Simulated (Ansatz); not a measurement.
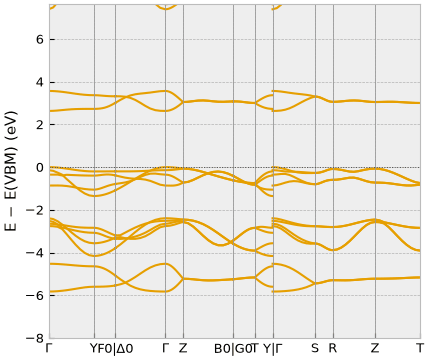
*Band structure from plane-wave PAW r²SCAN (Ansatz code)*

Question: Read off the gap and where the band edges lie.

Answer: About 2.6 eV (2.63 eV by a search for the band edges); maximum at Γ, minimum at Γ.

The material is Cl (molecular I2 type, Cmce).

Symmetry was held in the r²SCAN relaxation. The substance is a gas or liquid at ambient conditions; this is its low-temperature solid. A crystal of weakly bound molecules computed without a dispersion correction: the cell and the soft elastic constants depend strongly on that.

Potentials: the later of the program's two PAW sets.
